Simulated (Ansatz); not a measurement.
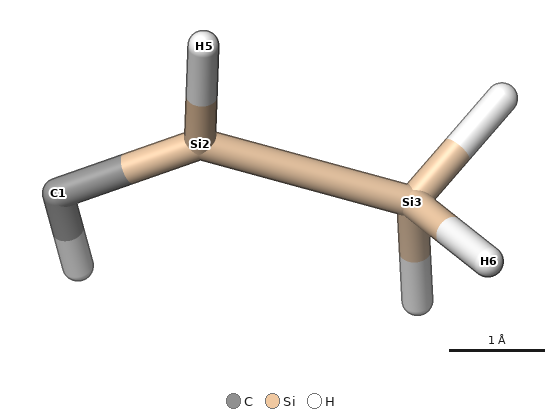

The input geometry (stick view, seen at a tilt; atoms are numbered from 1 in the order of the input). Bond lengths as drawn: C–H 1.12 Å, C–Si 1.73 Å, H–Si 1.51 to 1.52 Å and Si–Si 2.36 Å.

## Run report: CH5Si2 (charge −1), nudged elastic band

System: CH5Si2, charge −1, SMILES [CH-]=[SiH][SiH3].
Method: RKS PBE0-D4/def2-SVP (Ansatz 0.2.0).

It belongs to a series of runs on one base structure; here: band between the two ends. Figures and captions count atoms from 1; the log counts them from 0 in places.

Input
```yaml
crystal:
  periodic: [false, false, false]
  atoms:
    - { symbol: C, position_ang: [-1.705321, 0.990704, -1.551283] }
    - { symbol: Si, position_ang: [-0.166179, 0.877757, -0.771868] }
    - { symbol: Si, position_ang: [0.678251, -0.647626, 0.818409] }
    - { symbol: H, position_ang: [-2.363416, 0.165822, -1.189839] }
    - { symbol: H, position_ang: [0.939975, 1.864471, -1.061255] }
    - { symbol: H, position_ang: [1.106211, -0.094797, 2.165844] }
    - { symbol: H, position_ang: [1.88263, -1.482493, 0.422464] }
    - { symbol: H, position_ang: [-0.372151, -1.673838, 1.167537] }
total_charge: -1
basis:
  gaussian: { orbitals: def2-SVP }
hamiltonian:
  xc: pbe0
  dispersion: d4
neb:
  order_check: false
  images: 7
  f_tol: 0.05
  max_iterations: 60
  final_atoms:
    - { symbol: C, position_ang: [-1.69942725, 1.37517384, -1.23376043] }
    - { symbol: Si, position_ang: [-0.17191738, 0.59909714, -1.0016958] }
    - { symbol: Si, position_ang: [0.6782913, -0.69740366, 0.77761235] }
    - { symbol: H, position_ang: [-2.34697624, 1.18814601, -0.3441488] }
    - { symbol: H, position_ang: [0.91837132, 0.67549779, -2.04423398] }
    - { symbol: H, position_ang: [-0.36490109, -0.84872134, 1.85837389] }
    - { symbol: H, position_ang: [1.8929708, -0.16681799, 1.51791425] }
    - { symbol: H, position_ang: [1.09358853, -2.12497179, 0.46994752] }
  initial_path:
    images:
      - { positions_ang: [[-1.705321, 0.990704, -1.551283], [-0.166179, 0.877757, -0.771868], [0.678251, -0.647626, 0.818409], [-2.363416, 0.165822, -1.189839], [0.939975, 1.864471, -1.061255], [1.106211, -0.094797, 2.165844], [1.88263, -1.482493, 0.422464], [-0.372151, -1.673838, 1.167537]] }
      - { positions_ang: [[-1.71437185, 1.043307, -1.53025698], [-0.18603989, 0.8157267, -0.77721239], [0.6928858, -0.63955387, 0.82644038], [-2.43799588, 0.34101244, -1.12698584], [0.94780287, 1.68207325, -1.19068507], [0.95070614, -0.15829445, 2.20123547], [1.96705655, -1.32380582, 0.53848302], [-0.22004374, -1.76046525, 1.05899041]] }
      - { positions_ang: [[-1.72342271, 1.09591, -1.50923096], [-0.20590078, 0.75369641, -0.78255677], [0.70752061, -0.63148173, 0.83447176], [-2.51257576, 0.51620288, -1.06413267], [0.95563074, 1.49967551, -1.32011515], [0.79520129, -0.22179191, 2.23662694], [2.05148309, -1.16511865, 0.65450203], [-0.06793648, -1.8470925, 0.95044382]] }
      - { positions_ang: [[-1.73247356, 1.14851299, -1.48820494], [-0.22576167, 0.69166611, -0.78790116], [0.72215541, -0.6234096, 0.84250314], [-2.58715564, 0.69139332, -1.00127951], [0.9634586, 1.31727776, -1.44954522], [0.63969643, -0.28528936, 2.27201841], [2.13590964, -1.00643147, 0.77052105], [0.08417078, -1.93371975, 0.84189724]] }
      - { positions_ang: [[-1.74152441, 1.20111599, -1.46717892], [-0.24562255, 0.62963581, -0.79324555], [0.73679021, -0.61533746, 0.85053452], [-2.66173551, 0.86658375, -0.93842634], [0.97128647, 1.13488002, -1.5789753], [0.48419158, -0.34878681, 2.30740988], [2.22033618, -0.84774429, 0.88654006], [0.23627804, -2.020347, 0.73335065]] }
      - { positions_ang: [[-1.73100012, 1.24463046, -1.4088243], [-0.22719626, 0.62200114, -0.84535811], [0.72216548, -0.63585401, 0.83230398], [-2.58304569, 0.94697432, -0.78985696], [0.95805768, 1.02003446, -1.69528997], [0.27191841, -0.47377045, 2.19515088], [2.13849484, -0.67751272, 1.04438361], [0.45060566, -2.0465032, 0.66749987]] }
      - { positions_ang: [[-1.72047583, 1.28814492, -1.35046967], [-0.20876997, 0.61436648, -0.89747067], [0.70754076, -0.65637056, 0.81407343], [-2.50435588, 1.02736488, -0.64128757], [0.94482889, 0.9051889, -1.81160464], [0.05964524, -0.59875408, 2.08289189], [2.05665349, -0.50728114, 1.20222716], [0.66493329, -2.0726594, 0.60164908]] }
      - { positions_ang: [[-1.70995154, 1.33165938, -1.29211505], [-0.19034367, 0.60673181, -0.94958323], [0.69291603, -0.67688711, 0.79584289], [-2.42566606, 1.10775544, -0.49271819], [0.9316001, 0.79034335, -1.92791931], [-0.15262792, -0.72373771, 1.97063289], [1.97481215, -0.33704956, 1.36007071], [0.87926091, -2.09881559, 0.5357983]] }
      - { positions_ang: [[-1.69942725, 1.37517384, -1.23376043], [-0.17191738, 0.59909714, -1.0016958], [0.6782913, -0.69740366, 0.77761235], [-2.34697624, 1.18814601, -0.3441488], [0.91837132, 0.67549779, -2.04423398], [-0.36490109, -0.84872134, 1.85837389], [1.8929708, -0.16681799, 1.51791425], [1.09358853, -2.12497179, 0.46994752]] }
```

Machine: 1 thread of Arm Neoverse V1, 24 GiB of memory available, shared host.

Launched with:
```bash
ansatz run input.yaml --threads 1 --pin off --max-ram 2048MiB --backend cpu --events-out ev --progress --plain --runs-dir out
```

What the program printed
```
Engine: ansatz 0.2.0, aarch64-unknown-linux-gnu
Functional definition: PBE0
  parameter a = 0.25
  parameter kappa = 0.804
  parameter beta = 0.06672455060314922
  exchange = (1 - a)*pbe_x(kappa = kappa, mu = beta*pi^2/3) + a*exact_x
  correlation = pbe_c(beta = beta)
791 factors; integrals over basis functions are off by at most 2.5e-4 eV
mean field evaluation 1: about -16850.4110 eV, gradient 4.6e1 eV
mean field evaluation 2: about -16797.9221 eV, gradient 1.1e2 eV
mean field evaluation 4: about -16857.0615 eV, gradient 4.9e0 eV
mean field evaluation 8: about -16857.1611 eV, gradient 2.4e-1 eV
mean field evaluation 16: about -16857.1613 eV, gradient 6.6e-5 eV
mean field -16857.16130242 eV, -619.4892516695 hartree, gradient 6.6e-5 eV, S^2 0.000000; 0 other end points of the search recorded, 0 dependent functions left out
the calculation of the forces begins
reference -16857.16132968 eV, -619.4892526715 hartree; 20, 20 occupied and 55, 55 virtual orbitals, 791 factors
791 factors; integrals over basis functions are off by at most 5.2e-4 eV
mean field evaluation 32: about -16857.1613 eV, gradient 6.2e-5 eV
mean field -16857.16130421 eV, -619.4892517354 hartree, gradient 6.2e-5 eV, S^2 0.000000; 0 other end points of the search recorded, 0 dependent functions left out
[... from here on the field's lines of each further geometry are left out, up to the last ...]
NEB iter   1: max|band force component| = 2.140e0 eV/Å  barrier→ = 0.3457 eV  barrier← = 0.3456 eV  Δτ_max = 0.2000 Å  (227 SCF iters)
NEB iter   2: max|band force component| = 7.051e-1 eV/Å  barrier→ = 0.1380 eV  barrier← = 0.1380 eV  Δτ_max = 0.1951 Å  (201 SCF iters)
NEB iter   3: max|band force component| = 5.477e-1 eV/Å  barrier→ = 0.0994 eV  barrier← = 0.0994 eV  Δτ_max = 0.0988 Å  (197 SCF iters)
NEB iter   4: max|band force component| = 3.565e-1 eV/Å  barrier→ = 0.0672 eV  barrier← = 0.0672 eV  CI = image 3  Δτ_max = 0.0813 Å  (196 SCF iters)
NEB iter   5: max|band force component| = 1.767e-1 eV/Å  barrier→ = 0.0309 eV  barrier← = 0.0309 eV  CI = image 4  Δτ_max = 0.0482 Å  (177 SCF iters)
NEB iter   6: max|band force component| = 6.137e-2 eV/Å  barrier→ = 0.0275 eV  barrier← = 0.0274 eV  CI = image 4  Δτ_max = 0.0301 Å  (171 SCF iters)
NEB iter   7: max|band force component| = 7.472e-2 eV/Å  barrier→ = 0.0263 eV  barrier← = 0.0263 eV  CI = image 4  Δτ_max = 0.0150 Å  (170 SCF iters)
NEB iter   8: max|band force component| = 5.080e-2 eV/Å  barrier→ = 0.0259 eV  barrier← = 0.0258 eV  CI = image 4  Δτ_max = 0.0138 Å  (167 SCF iters)
the calculation of the forces begins
reference -16857.15816787 eV, -619.4891364771 hartree; 20, 20 occupied and 55, 55 virtual orbitals, 791 factors
791 factors; integrals over basis functions are off by at most 2.9e-4 eV
mean field evaluation 608: about -16857.1363 eV, gradient 3.2e-4 eV
mean field -16857.13634845 eV, -619.4883346282 hartree, gradient 1.2e-5 eV, S^2 0.000000; 1 other end points of the search recorded, 0 dependent functions left out
the calculation of the forces begins
reference -16857.13637583 eV, -619.4883356345 hartree; 20, 20 occupied and 55, 55 virtual orbitals, 791 factors
NEB iter   9: max|band force component| = 8.198e-3 eV/Å  barrier→ = 0.0257 eV  barrier← = 0.0257 eV  CI = image 4  Δτ_max = 0.0000 Å  (338 SCF iters)
```

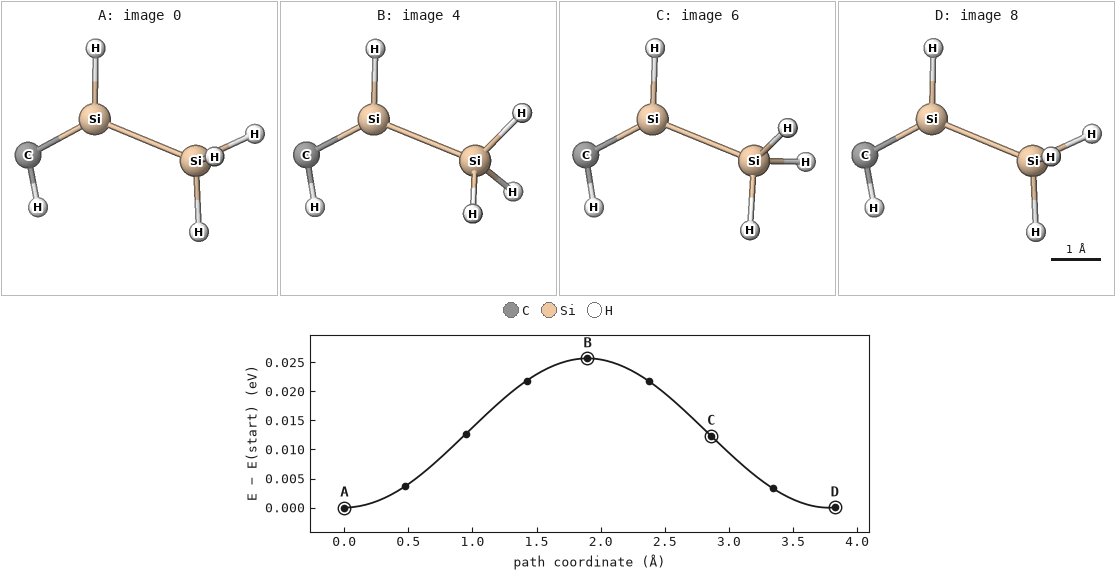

Images of the last band (counted from 0; ball-and-stick, seen at a tilt) above the energy along the path; the line is a cubic interpolation that uses the forces. The highest image is number 4, 0.026 eV above the start and 0.026 eV above the end (the climbing image); start and end have the same energy. The path is 3.82 Å long. The band converged in 9 iterations.

```
Total energy: -16857.31019543 eV, -619.4947233869 hartree
Atom 0 at    -1.750159     1.185283    -1.380000 Å, force    -0.003068    -0.000858    -0.000148 eV/Å
Atom 1 at    -0.152446     0.719246    -0.919052 Å, force     0.005307     0.003738     0.002180 eV/Å
Atom 2 at     0.675783    -0.671249     0.808314 Å, force    -0.000014    -0.004241     0.000828 eV/Å
Atom 3 at    -2.500449     0.709641    -0.705064 Å, force    -0.000295    -0.000023    -0.001209 eV/Å
Atom 4 at     1.061631     1.221852    -1.662398 Å, force    -0.002226    -0.002501     0.000339 eV/Å
Atom 5 at     0.300687    -0.237886     2.209080 Å, force    -0.000258     0.002939     0.000769 eV/Å
Atom 6 at     2.183609    -0.825685     0.882429 Å, force     0.001627     0.000856    -0.000153 eV/Å
Atom 7 at     0.181346    -2.101203     0.766699 Å, force    -0.001074     0.000089    -0.002605 eV/Å
Dipole moment:     0.601437    -0.529388     0.631291 e Å
this run last wrote the band of iteration 9 to [file]
```

The last band as extended XYZ (Å, eV, eV/Å)
```
8
Properties=species:S:1:pos:R:3:forces:R:3 image=0 energy=-16857.33585
C    -1.7053    0.9907   -1.5513    0.0127   0.0147  -0.0053
Si   -0.1662    0.8778   -0.7719   -0.0011  -0.0015   0.0004
Si    0.6783   -0.6476    0.8184   -0.0024   0.0036  -0.0031
H    -2.3634    0.1658   -1.1898   -0.0117  -0.0145   0.0058
H     0.9400    1.8645   -1.0613    0.0001  -0.0002  -0.0001
H     1.1062   -0.0948    2.1658    0.0012  -0.0008   0.0010
H     1.8826   -1.4825    0.4225    0.0010  -0.0008   0.0011
H    -0.3722   -1.6738    1.1675    0.0002  -0.0006   0.0002
8
Properties=species:S:1:pos:R:3:forces:R:3 image=1 energy=-16857.33219
C    -1.7283    1.0433   -1.4960    0.0026  -0.0023  -0.0003
Si   -0.1515    0.8358   -0.8184   -0.0021   0.0018  -0.0010
Si    0.6795   -0.6542    0.8133   -0.0003  -0.0009   0.0026
H    -2.4239    0.2885   -1.0580    0.0013  -0.0045  -0.0037
H     1.0012    1.7270   -1.2156   -0.0016   0.0047   0.0048
H     0.9003   -0.1042    2.2102    0.0068   0.0017  -0.0003
H     2.0041   -1.3391    0.5285   -0.0010  -0.0046  -0.0043
H    -0.2814   -1.7971    1.0360   -0.0058   0.0043   0.0022
8
Properties=species:S:1:pos:R:3:forces:R:3 image=2 energy=-16857.32316
C    -1.7416    1.0959   -1.4518    0.0007  -0.0042  -0.0010
Si   -0.1473    0.7930   -0.8581   -0.0015   0.0032   0.0006
Si    0.6778   -0.6617    0.8118    0.0016  -0.0018   0.0020
H    -2.4711    0.4249   -0.9393    0.0025  -0.0064  -0.0051
H     1.0432    1.5718   -1.3642   -0.0012   0.0074   0.0060
H     0.6949   -0.1314    2.2325    0.0087   0.0029  -0.0006
H     2.0962   -1.1741    0.6389   -0.0027  -0.0071  -0.0048
H    -0.1521   -1.9183    0.9301   -0.0082   0.0059   0.0030
8
Properties=species:S:1:pos:R:3:forces:R:3 image=3 energy=-16857.31400
C    -1.7481    1.1441   -1.4147   -0.0082  -0.0007  -0.0016
Si   -0.1495    0.7560   -0.8890    0.0061  -0.0001   0.0032
Si    0.6762   -0.6684    0.8106    0.0004  -0.0046   0.0046
H    -2.4991    0.5685   -0.8237    0.0035  -0.0052  -0.0046
H     1.0638    1.4032   -1.5121   -0.0002   0.0051   0.0039
H     0.4948   -0.1798    2.2335    0.0066   0.0033  -0.0023
H     2.1563   -1.0003    0.7550   -0.0033  -0.0044  -0.0037
H     0.0055   -2.0234    0.8404   -0.0048   0.0065   0.0005
8
Properties=species:S:1:pos:R:3:forces:R:3 image=4 energy=-16857.31017
C    -1.7502    1.1853   -1.3800   -0.0031  -0.0009  -0.0001
Si   -0.1524    0.7192   -0.9191    0.0053   0.0037   0.0022
Si    0.6758   -0.6712    0.8083    0.0000  -0.0042   0.0008
H    -2.5004    0.7096   -0.7051   -0.0003   0.0000  -0.0012
H     1.0616    1.2219   -1.6624   -0.0022  -0.0025   0.0003
H     0.3007   -0.2379    2.2091   -0.0003   0.0029   0.0008
H     2.1836   -0.8257    0.8824    0.0016   0.0009  -0.0002
H     0.1813   -2.1012    0.7667   -0.0011   0.0001  -0.0026
8
Properties=species:S:1:pos:R:3:forces:R:3 image=5 energy=-16857.31414
C    -1.7478    1.2227   -1.3474   -0.0033   0.0056  -0.0017
Si   -0.1555    0.6970   -0.9342    0.0017  -0.0005   0.0022
Si    0.6783   -0.6772    0.8023    0.0002  -0.0021  -0.0004
H    -2.4883    0.8315   -0.6106    0.0030   0.0012   0.0058
H     1.0414    1.0765   -1.7722   -0.0005  -0.0067  -0.0059
H     0.0945   -0.3536    2.1589   -0.0050  -0.0025  -0.0026
H     2.1776   -0.6364    1.0349   -0.0017   0.0050   0.0060
H     0.3998   -2.1606    0.6683    0.0057   0.0001  -0.0032
8
Properties=species:S:1:pos:R:3:forces:R:3 image=6 energy=-16857.32351
C    -1.7406    1.2621   -1.3108   -0.0006   0.0059  -0.0014
Si   -0.1565    0.6715   -0.9543    0.0004  -0.0024   0.0016
Si    0.6810   -0.6817    0.7935    0.0005  -0.0001  -0.0003
H    -2.4548    0.9426   -0.5156    0.0036   0.0031   0.0077
H     1.0105    0.9427   -1.8732   -0.0022  -0.0084  -0.0066
H    -0.0955   -0.4946    2.0756   -0.0074  -0.0046  -0.0049
H     2.1257   -0.4600    1.2034   -0.0030   0.0053   0.0066
H     0.6301   -2.1826    0.5814    0.0088   0.0012  -0.0028
8
Properties=species:S:1:pos:R:3:forces:R:3 image=7 energy=-16857.33254
C    -1.7249    1.3119   -1.2712    0.0005   0.0028   0.0002
Si   -0.1602    0.6381   -0.9786   -0.0009  -0.0010  -0.0002
Si    0.6815   -0.6876    0.7843    0.0003  -0.0005   0.0003
H    -2.4056    1.0572   -0.4245    0.0029   0.0029   0.0042
H     0.9703    0.8123   -1.9647   -0.0020  -0.0054  -0.0038
H    -0.2535   -0.6592    1.9694   -0.0037  -0.0037  -0.0039
H     2.0283   -0.3025    1.3697   -0.0033   0.0032   0.0040
H     0.8641   -2.1701    0.5156    0.0061   0.0017  -0.0008
8
Properties=species:S:1:pos:R:3:forces:R:3 image=8 energy=-16857.33583
C    -1.6994    1.3752   -1.2338    0.0010  -0.0013   0.0040
Si   -0.1719    0.5991   -1.0017    0.0038  -0.0014  -0.0038
Si    0.6783   -0.6974    0.7776   -0.0054   0.0031  -0.0036
H    -2.3470    1.1881   -0.3441   -0.0009   0.0001  -0.0011
H     0.9184    0.6755   -2.0442   -0.0008   0.0013   0.0014
H    -0.3649   -0.8487    1.8584    0.0060  -0.0013  -0.0007
H     1.8930   -0.1668    1.5179   -0.0029  -0.0034  -0.0007
H     1.0936   -2.1250    0.4699   -0.0007   0.0028   0.0046
```

Results in brief

- outcome: converged
- barrier, forward: 0.026 eV
- barrier, backward: 0.026 eV
- wall time: 2.6 min
- peak memory: 0.14 GiB

Remarks

The order of the saddle point was not checked.
